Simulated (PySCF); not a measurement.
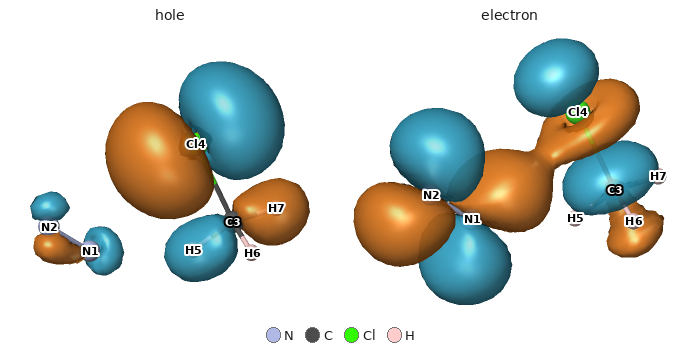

CH3ClN2, SMILES `N#N.CCl`. Leading natural transition orbital pair of S₂ (TDA singlet states); the surfaces enclose about 85 % of each orbital's density.

PySCF calculation, CAM-B3LYP/def2-SVP, gas phase; geometry: GFN2-xTB. The pair's geometry is semi-empirical, so its contact may be too short or too long. GFN2-xTB bond lengths at metals and heavier atoms can be off by up to 0.1 Å and shapes distorted, which carries into these values. Without diffuse functions Rydberg states are missing, so the states' numbers hold for this basis only.

What kind of excitation is it, and where does it lie?

Answer. 7.83 eV (158 nm), f = 0.032, charge transfer; the leading pair carries 98 %; hole on Cl4 (82 %) and C3 (7 %), electron on N1 and N2 (36 % each), Cl4 (12 %) and C3 (10 %); their centroids lie 2.2 Å apart; S₁ and S₃ lie within 0.1 eV of it. In canonical orbitals it is mainly HOMO → LUMO+1 (74 %). The HOMO–LUMO gap is 10.65 eV.
